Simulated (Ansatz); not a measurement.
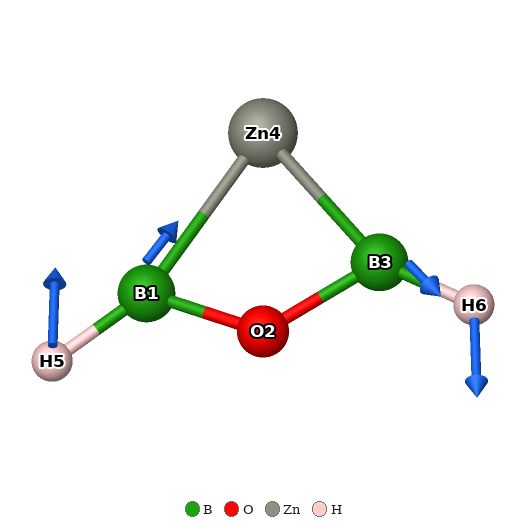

The arrows show one normal mode. Harmonic vibrations computed with RKS PBE0-D4/def2-TZVP (Ansatz 0.2.0) at a stationary point of the same level.

At what wavenumber does it lie?

Answer. 429 cm⁻¹; it is mode 3 of 12 counted from the lowest.
